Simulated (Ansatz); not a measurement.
# How Cr(110) screens a field, part 2 of 2

Where does the screening charge of Cr(110) sit?

Ansatz 0.2.0; plane-wave DFT, PBE, Ansatz PAW.

So far. Step 8 (Atoms held, field -0.2 V/Å): The dipole is -0.104 e·Å.

### Step 9. Single point, field 0.4 V/Å

input.yaml

```yaml
crystal:
  lattice:
    - [2.0364675298, -1.44, 0.0]
    - [2.0364675298, 1.44, 0.0]
    - [0.0, 0.0, 30.2188051789]
  atoms:
    - { symbol: Cr, position: [0.0, 0.0, 0.2978277912] }
    - { symbol: Cr, position: [0.5, 0.5, 0.3652185275] }
    - { symbol: Cr, position: [0.0, 0.0, 0.4326092637] }
    - { symbol: Cr, position: [0.5, 0.5, 0.5] }
    - { symbol: Cr, position: [0.0, 0.0, 0.5673907363] }
    - { symbol: Cr, position: [0.5, 0.5, 0.6347814725] }
    - { symbol: Cr, position: [0.0, 0.0, 0.7021722088] }
kpoints:
  mp_grid: { grid: [22, 22, 1] }
hamiltonian:
  xc: pbe
scf:
  occupations: { method: fermi_dirac, width: 0.1 }
  convergence: { dr2_threshold: 1.0e-10 }
efield:
  axis: 3
  dipole_correction: true
  ramp_position: 0.97
  ramp_width: 0.06
  amplitude: 0.4
output:
  forces: true
  write_potential: true
  write_density: true
  volumetric_format: npy
  elf: true
```

On the command line:

```bash
$ ansatz run input.yaml --threads 4 --pin off --max-ram 6144MiB --backend cpu --events-out ev --progress --plain --runs-dir out
```

Numbers of over 12 decimals in the logs are rounded to 6 here.

The program printed:

```text
[...]
Crystal: 7 atoms, lattice volume = 177.234 Å³
Basis set: ecut = 420 eV, 3439 PW (Γ), exchange–correlation on 36×36×432 points (8 copies of the dense FFT grid, shifted against one another)
Bands: 59, of which v1, the nominal top of the filled ones, is band 49 counted from 1 (48 counted from 0)
Symmetry: 4 space group operations
k-points: 133 of 484
[...]
k-point 0: bands = [... 45 lower, 5.4319, 5.4609, 5.5870, 5.9039, 5.9473, 6.5120, 6.6319, 7.1294, ... 16 higher]
  k-point 1: bands = [... 45 lower, 5.4136, 5.4878, 5.6256, 5.8171, 5.9962, 6.4878, 6.5664, 6.8798, ... 16 higher]
  k-point 2: bands = [... 45 lower, 5.3650, 5.5726, 5.6059, 5.7505, 6.0750, 6.2414, 6.4201, 6.7316, ... 16 higher]
  k-point 132: bands = [... 45 lower, 6.7497, 6.8051, 6.9611, 7.0509, 7.0575, 7.2904, 7.3767, 7.8181, ... 16 higher]
[key lines of the parts left out:]
SCF converged after 17 iterations
Free energy (F): -23641.780665 eV
Fermi energy:    6.334474 eV
Dipole field:    D = 0.213106 V/Å  (p = 0.208728 e·Å, saw-weighted, corrected)
```

Wall time 77 s (4 threads of Intel Xeon Platinum 8175M at 2.50GHz (Skylake/Cascade Lake), shared host); peak memory 1.4 GiB; 5.1 min of CPU time.

Running mean over 2.036 Å of the planar mean, with the applied field; the ramp of the sawtooth is left out. The electron's electrostatic potential energy less the Fermi level by z:

| z (Å) | electron's electrostatic potential energy less the Fermi level (eV) |
| --- | --- |
| 4 | 3.67 |
| 6 | 4.34 |
| 8 | -3.34 |
| 10 | -9.79 |
| 12 | -9.89 |
| 14 | -9.84 |
| 16 | -9.84 |
| 18 | -9.88 |
| 20 | -9.83 |
| 22 | -5.48 |
| 24 | 5.10 |
| 26 | 6.03 |

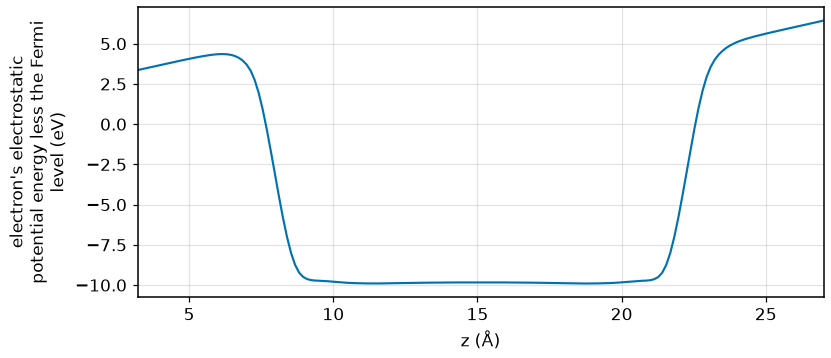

Electron's electrostatic potential energy less the Fermi level, plotted against z.

The dipole is 0.209 e·Å.

### Step 10. The response

This step: plane-wave DFT, PBE, Ansatz PAW; screening of a field by a metal slab (Ansatz 0.2.0).

The dipoles give the slope, and the difference of two potentials shows where the field is screened.

Numbers from this step:

| Property | Result |
| --- | --- |
| equivalent conductor thickness p/(ε₀AE) | 16.09 Å |
| distance between the outer atoms | 12.22 Å |
| inner field over outer field | -4.53e-4 |
| image plane, upper face | 1.928 Å |
| induced electrons on the upper face over ε₀E | -1.001 |
| image plane, lower face | 1.928 Å |
| induced electrons on the lower face over ε₀E | 1.001 |

Table of dipole of the cell by applied field:

| applied field (V/Å) | dipole of the cell (e·Å) |
| --- | --- |
| -0.200 | -0.104 |
| -0.100 | -0.0522 |
| -0.050 | -0.0261 |
| 0.000 | 0 |
| 0.050 | 0.0261 |
| 0.100 | 0.0522 |
| 0.200 | 0.104 |
| 0.400 | 0.209 |

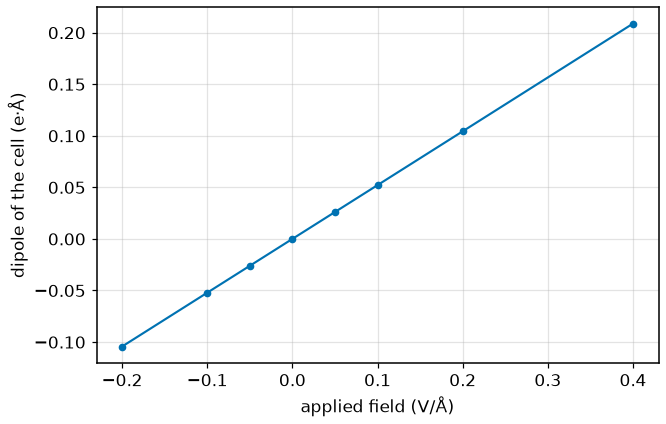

Dipole of the cell against applied field.

Local field over the applied field, running mean. From the potentials at -0.05 and 0.05 V/Å; running mean over 2.036 Å. The local field over applied field by z:

| z (Å) | local field over applied field |
| --- | --- |
| 5 | 0.981 |
| 6 | 0.894 |
| 7 | 0.581 |
| 8 | 0.143 |
| 9 | -0.0280 |
| 10 | 0.00137 |
| 11 | -5.4e-4 |
| 12 | -6.0e-4 |
| 13 | -0.00172 |
| 14 | -5.7e-4 |
| 15 | -4.4e-4 |
| 16 | -4.4e-4 |
| 17 | -0.00157 |
| 18 | -7.8e-4 |
| 19 | -0.00110 |
| 20 | 0.00243 |
| 21 | -0.0246 |
| 22 | 0.0773 |
| 23 | 0.477 |
| 24 | 0.850 |
| 25 | 0.972 |
| 26 | 0.996 |

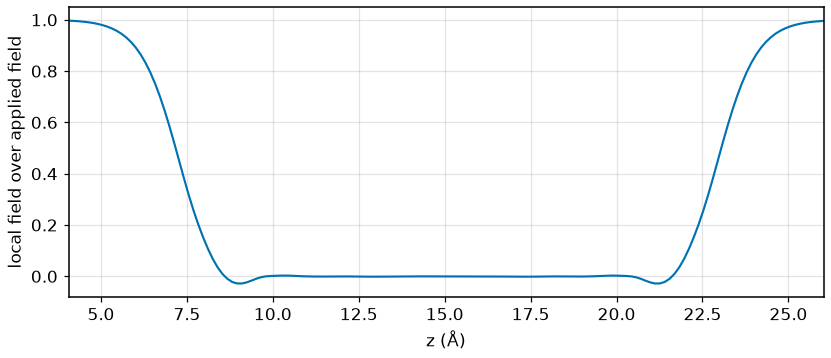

Local field over applied field against z.

Electrons, planar mean, per unit field. The induced electron density by z:

| z (Å) | induced electron density (e/Å³ per V/Å) |
| --- | --- |
| 6 | 6.6e-4 |
| 8 | 0.00315 |
| 10 | 1.3e-4 |
| 12 | 2.6e-5 |
| 14 | -6.4e-6 |
| 16 | -6.1e-6 |
| 18 | -2.9e-5 |
| 20 | -1.2e-4 |
| 22 | -0.00173 |
| 24 | -9.4e-4 |
| 26 | -2.7e-5 |

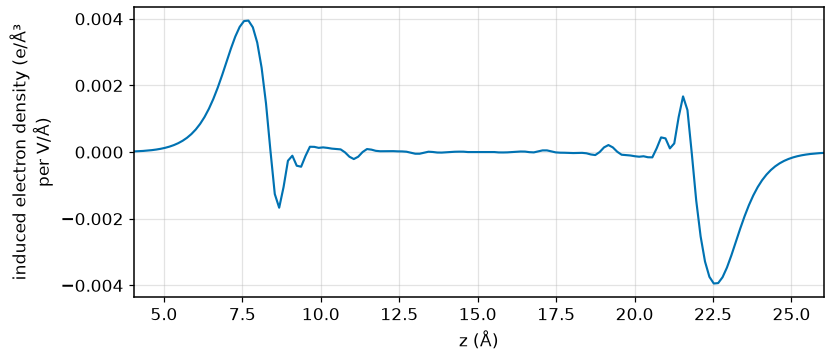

Induced electron density against z.

By hand: between -0.05 and 0.05 V/Å the dipole changes by 0.05215 e·Å, a slope of 0.5215 e·Å²/V. A perfect conductor of thickness t has p = ε₀AEt, so t = 180.95 × 0.5215 / 5.865 = 16.09 Å (e/ε₀ = 180.95 V·Å, A in Å²). Less the 12.22 Å between the outer atoms, and halved, that puts each image plane 1.94 Å out.

The induced dipole is that of a conductor 16.09 Å thick.

### Step 11. A changed input

This step: plane-wave DFT, PBE, Ansatz PAW (Ansatz 0.2.0).

An input spoilt on purpose, to show how the run answers: it repeats the earlier run at 0.05 V/Å with efield.ramp_position from 0.97 to 0.475, and scf.max_iter set to 75.

Edit input.yaml of step 9 so:

```diff
@@ -20,2 +20,3 @@
   convergence: { dr2_threshold: 1.0e-10 }
+  max_iter: 75
 efield:
@@ -23,5 +24,5 @@
   dipole_correction: true
-  ramp_position: 0.97
+  ramp_position: 0.475
   ramp_width: 0.06
-  amplitude: 0.4
+  amplitude: 0.05
 output:
@@ -31,2 +32 @@
   volumetric_format: npy
-  elf: true
```

The program printed:

```text
Engine: ansatz 0.2.0, x86_64-unknown-linux-gnu
Pseudopotentials: kind: paw
Pseudopotential: Cr, paw, valence charge 14, recommended cutoff 420 eV (normal), Cr.paw.azcp
Functional definition: PBE
  parameter kappa = 0.804
  parameter beta = 0.066725
  exchange = pbe_x(kappa = kappa, mu = beta*pi^2/3)
  correlation = pbe_c(beta = beta)
Crystal: 7 atoms, lattice volume = 177.234 Å³
Basis set: ecut = 420 eV, 3439 PW (Γ), exchange–correlation on 36×36×432 points (8 copies of the dense FFT grid, shifted against one another)
Bands: 59, of which v1, the nominal top of the filled ones, is band 49 counted from 1 (48 counted from 0)
Symmetry: 4 space group operations
k-points: 133 of 484
Non-local potential: Cr, projectors of the file, l = 0: 3, l = 1: 2, l = 2: 3, l = 3: 1
PAW form: soft (Blöchl's): semilocal exchange-correlation on the pseudo side does not see the compensation charge
PAW one-centre angular grid: Cr, 590 points (default); XC on 64 Gauss nodes
Initial density: superposition of atomic densities (neutral atoms: chi_scale 0, normalization atom, screened)
Initial wavefunctions: pseudopotential atomic-orbital guess
Functional: x = pbe(κ = 0.804, μ = 0.219515), c = pbe(β = 0.066725)
Error: efield: ion 3 (Cr) at fractional coordinate 0.5000 along the field axis lies inside the sawtooth ramp with 2 of the planes that the density is read on at each end, [0.4657, 0.5443] — the ramp must sit in vacuum (an ion there feels the fictitious reversed slope); set or move the ramp (efield.ramp_position / ramp_width) or move the geometry
```

Wall time 0.54 s (4 threads); peak memory 0.74 GiB.

The input was rejected at the start.

The program's message: “Error: efield: ion 3 (Cr) at fractional coordinate 0.5000 along the field axis lies inside the sawtooth ramp with 2 of the planes that the density is read on at each end, [0.4657, 0.5443] — the ramp m …”

The fault put into the input: the ramp among the atoms.

### Step 12. A changed input

This step: plane-wave DFT, PBE, Ansatz PAW, but for the change named below (Ansatz 0.2.0).

An input spoilt on purpose, to show how the run answers: it repeats the earlier run at 0.05 V/Å with hamiltonian.hubbard to sites: [species: Cr, l: d, u_eff: 40.0], and scf.max_iter set to 50.

Edit input.yaml of step 11 so:

```diff
@@ -17,2 +17,3 @@
   xc: pbe
+  hubbard: { sites: [{ species: Cr, l: d, u_eff: 40.0 }] }
 scf:
@@ -20,3 +21,3 @@
   convergence: { dr2_threshold: 1.0e-10 }
-  max_iter: 75
+  max_iter: 50
 efield:
@@ -24,3 +25,3 @@
   dipole_correction: true
-  ramp_position: 0.475
+  ramp_position: 0.97
   ramp_width: 0.06
```

The program printed:

```text
Cr: projections on atomic orbitals take those of the free atom [Ne] 3s2 3p6 3d5 4s1, of charge +0.00 (hamiltonian.pseudopotentials.projection_atoms); the dataset's partial waves leave at most 7.0e-7 of an orbital's norm unspanned inside its sphere
Engine: ansatz 0.2.0, x86_64-unknown-linux-gnu
Pseudopotentials: kind: paw
Pseudopotential: Cr, paw, valence charge 14, recommended cutoff 420 eV (normal), Cr.paw.azcp
Functional definition: PBE
  parameter kappa = 0.804
  parameter beta = 0.066725
  exchange = pbe_x(kappa = kappa, mu = beta*pi^2/3)
  correlation = pbe_c(beta = beta)
Crystal: 7 atoms, lattice volume = 177.234 Å³
Basis set: ecut = 420 eV, 3439 PW (Γ), exchange–correlation on 36×36×432 points (8 copies of the dense FFT grid, shifted against one another)
Bands: 59, of which v1, the nominal top of the filled ones, is band 49 counted from 1 (48 counted from 0)
Symmetry: 4 space group operations
k-points: 133 of 484
Non-local potential: Cr, projectors of the file, l = 0: 3, l = 1: 2, l = 2: 3, l = 3: 1
PAW form: soft (Blöchl's): semilocal exchange-correlation on the pseudo side does not see the compensation charge
PAW one-centre angular grid: Cr, 590 points (default); XC on 64 Gauss nodes
Initial density: superposition of atomic densities (neutral atoms: chi_scale 0, normalization atom, screened)
Initial wavefunctions: pseudopotential atomic-orbital guess
Functional: x = pbe(κ = 0.804, μ = 0.219515), c = pbe(β = 0.066725)
SCF iter   1: F=—  HF=-23303.971935 eV  |F-HF|=—  |Δ(HF+E_count)|=         —  Δρ=1.67e-1  dr2=7.87e1  ethr=3.10e-3  p=0.025 e·Å  D=2.59e-2 V/Å  ΔV_dip=-0.78 eV  dr2_dipole=3.38e-3  V_vac-E_F(+/−)=6.35/5.75 eV  ⟨swp⟩=8.7  Hψ=78439  notcnv=0  defer=29
efield: sawtooth ramp at fractional position 0.9700 (set: `efield.ramp_position`, or a place that a band, a saddle search or an elastic batch's reference lends), width 0.0600; the density the first Hamiltonian is built on has a dipole p = 0.025 e·Å; the dipole correction subtracts the counter field D = 2.59e-2 V/Å, which shifts the + side's vacuum level by -0.78 eV against the − side's; the planar-averaged density in the ramp window peaks in size at 9.3e-6 e/Å³
automatic band count: the SCF goes on with 69 bands, as 59 were too few: the levels above may hold too much charge
preconditioner: auto → LDOS  [metal: Δε(μ)=0.007 eV  Ē_g=5.065 eV  σ=0.100 eV  W_gap=0.02  n_scr=22 (ndim 8)  ℏωp=18.1 eV  f_vac=0.477  D(μ)=6.27/eV (n_scr^D=24)  β→1.0]
SCF iter   2: F=—  HF=-23357.596410 eV  |F-HF|=—  |Δ(HF+E_count)|=    5.36e1  Δρ=2.49e-1  dr2=4.09e2  ethr=3.10e-3  p=0.025 e·Å  D=2.58e-2 V/Å  ΔV_dip=-0.78 eV  dr2_dipole=3.78e-2  V_vac-E_F(+/−)=7.56/6.95 eV  ⟨swp⟩=5.6  Hψ=27589  notcnv=0  defer=66  recentre
[...]
SCF iter   7: F=—  HF=-23528.527238 eV  |F-HF|=—  |Δ(HF+E_count)|=    5.18e0  Δρ=1.06e-1  dr2=1.55e2  ethr=3.10e-3  p=0.027 e·Å  D=2.76e-2 V/Å  ΔV_dip=-0.84 eV  dr2_dipole=5.52e-2  V_vac-E_F(+/−)=3.81/3.26 eV  ⟨swp⟩=4.5  Hψ=20594  notcnv=0  defer=1469
SCF iter   8: F=—  HF=-23496.340153 eV  |F-HF|=—  |Δ(HF+E_count)|=    3.22e1  Δρ=1.02e-1  dr2=1.28e2  ethr=3.10e-3  p=0.027 e·Å  D=2.78e-2 V/Å  ΔV_dip=-0.84 eV  dr2_dipole=2.59e-1  V_vac-E_F(+/−)=2.74/2.20 eV  ⟨swp⟩=5.3  Hψ=17946  notcnv=0  defer=1398
SCF iter   9: F=—  HF=-23539.063915 eV  |F-HF|=—  |Δ(HF+E_count)|=    4.27e1  Δρ=8.26e-2  dr2=1.16e2  ethr=3.10e-3  p=0.026 e·Å  D=2.61e-2 V/Å  ΔV_dip=-0.79 eV  dr2_dipole=2.92e-1  V_vac-E_F(+/−)=3.98/3.38 eV  ⟨swp⟩=5.1  Hψ=18738  notcnv=0  defer=1387
SCF iter  10: F=—  HF=-23531.921158 eV  |F-HF|=—  |Δ(HF+E_count)|=    7.14e0  Δρ=8.52e-2  dr2=1.18e2  ethr=3.10e-3  p=0.026 e·Å  D=2.63e-2 V/Å  ΔV_dip=-0.80 eV  dr2_dipole=3.11e-1  V_vac-E_F(+/−)=3.78/3.19 eV  ⟨swp⟩=2.3  Hψ=11241  notcnv=0  defer=1396
[...]
SCF iter  36: F=—  HF=-23543.736438 eV  |F-HF|=—  |Δ(HF+E_count)|=   4.69e-1  Δρ=2.35e-3  dr2=1.39e-2  ethr=1.02e-6  p=0.028 e·Å  D=2.81e-2 V/Å  ΔV_dip=-0.85 eV  dr2_dipole=2.56e-3  V_vac-E_F(+/−)=4.02/3.49 eV  ⟨swp⟩=35.3  Hψ=130071  notcnv=0
Mixer restart at iter 36: flushing history
iteration 36: the SCF's residuals had fallen too slowly under its mixing. It goes on by minimising its free energy, and can end on another state than longer mixing would; under `scf.algorithm: density_mixing` no SCF does so, but by `scf.convergence.dm_fallback`
SCF iter  37: F=—  HF=-23543.881341 eV  |F-HF|=—  |Δ(HF+E_count)|=   1.45e-1  Δρ=1.86e-3  dr2=5.04e-3  ethr=1.02e-6  p=0.026 e·Å  D=2.63e-2 V/Å  ΔV_dip=-0.80 eV  dr2_dipole=2.03e-4  V_vac-E_F(+/−)=4.08/3.49 eV  ⟨swp⟩=27.6  Hψ=105646  notcnv=0
SCF iter  38: F=—  HF=-23546.318335 eV  |F-HF|=—  |Δ(HF+E_count)|=    2.44e0  Δρ=7.19e-3  dr2=7.32e-1  ethr=1.02e-6  p=0.015 e·Å  D=1.49e-2 V/Å  ΔV_dip=-0.45 eV  dr2_dipole=5.05e-1  V_vac-E_F(+/−)=4.44/3.50 eV  ⟨swp⟩=31.1  Hψ=111364  notcnv=0
SCF iter  39: F=—  HF=-23546.288243 eV  |F-HF|=—  |Δ(HF+E_count)|=   3.01e-2  Δρ=2.21e-3  dr2=4.54e-1  ethr=1.02e-6  p=0.016 e·Å  D=1.65e-2 V/Å  ΔV_dip=-0.50 eV  dr2_dipole=3.24e-1  V_vac-E_F(+/−)=4.60/3.72 eV  ⟨swp⟩=22.1  Hψ=84944  notcnv=0
SCF iter  40: F=—  HF=-23546.318501 eV  |F-HF|=—  |Δ(HF+E_count)|=   3.03e-2  Δρ=9.56e-4  dr2=3.08e-3  ethr=1.02e-6  p=0.024 e·Å  D=2.40e-2 V/Å  ΔV_dip=-0.73 eV  dr2_dipole=9.07e-4  V_vac-E_F(+/−)=4.51/3.85 eV  ⟨swp⟩=21.3  Hψ=84189  notcnv=0
SCF iter  41: F=—  HF=-23546.355294 eV  |F-HF|=—  |Δ(HF+E_count)|=   3.68e-2  Δρ=4.36e-4  dr2=1.78e-4  ethr=1.02e-6  p=0.026 e·Å  D=2.64e-2 V/Å  ΔV_dip=-0.80 eV  dr2_dipole=7.43e-7  V_vac-E_F(+/−)=4.51/3.93 eV  ⟨swp⟩=21.6  Hψ=79768  notcnv=0
SCF iter  42: F=—  HF=-23546.355664 eV  |F-HF|=—  |Δ(HF+E_count)|=   3.71e-4  Δρ=8.71e-5  dr2=8.49e-6  ethr=1.81e-7  p=0.026 e·Å  D=2.62e-2 V/Å  ΔV_dip=-0.79 eV  dr2_dipole=4.93e-9  V_vac-E_F(+/−)=4.51/3.92 eV  ⟨swp⟩=14.0  Hψ=54958  notcnv=0
SCF iter  43: F=—  HF=-23546.355679 eV  |F-HF|=—  |Δ(HF+E_count)|=   1.51e-5  Δρ=1.52e-5  dr2=3.78e-7  ethr=8.67e-9  p=0.026 e·Å  D=2.62e-2 V/Å  ΔV_dip=-0.79 eV  dr2_dipole=8.07e-9  V_vac-E_F(+/−)=4.51/3.92 eV  ⟨swp⟩=9.6  Hψ=42645  notcnv=0
SCF iter  44: F=—  HF=-23546.355682 eV  |F-HF|=—  |Δ(HF+E_count)|=   2.22e-6  Δρ=3.36e-6  dr2=5.52e-8  ethr=3.86e-10  p=0.026 e·Å  D=2.62e-2 V/Å  ΔV_dip=-0.79 eV  dr2_dipole=2.85e-8  V_vac-E_F(+/−)=4.51/3.92 eV  ⟨swp⟩=6.6  Hψ=38478  notcnv=0
```

The job ended after 10 min (4 threads; peak memory 4.2 GiB).

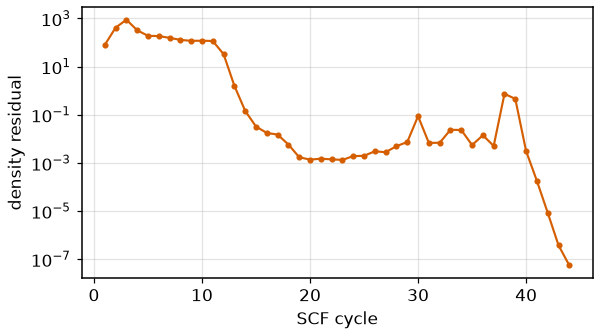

Residual by cycle in this run.

The run was cut off at its time limit.

After 44 cycles the residual stands at 5.5e-8.

The fault put into the input: an enormous or negative U.

### Step 13. Outcome

```yaml
work_function: 4.88 eV
image_plane_upper_face: 1.93 Å
induced_electrons_on_the_upper_face_over_eps_0e: -1.00
equivalent_conductor_thickness_p_eps_0ae: 16.1 Å
inner_field_over_outer_field: -4.5e-4
```

What this shows: The induced charge has its centre 1.93 Å outside the outermost atoms; this is the plane from which a capacitor's gap or an image potential counts. The equivalent conductor thickness exceeds the distance between the outer atoms by 3.87 Å, about the sum of the two image-plane distances. In the middle of the slab the field is screened to under 0.5 % of its outer value. The atoms are held at bulk positions with the tabulated experimental lattice constant. The main runs have no spin polarisation; a magnetic state could lie lower and would change these results.

[Logs are printed without paths, hosts, clocks, repeated set-up lines and the standing remarks that a program may print on its own settings, such as how far it seeks lower states.]

[Hosts, paths, dates, database ids (printed as entryN), source tags and the programs' standing remarks are cut or masked in the printed files.]

[Maps of the electrostatic potential energy from Ansatz leave out the sawtooth potential of an applied field or a dipole correction, so their vacuum need not be flat; planar profiles and work functions include it.]
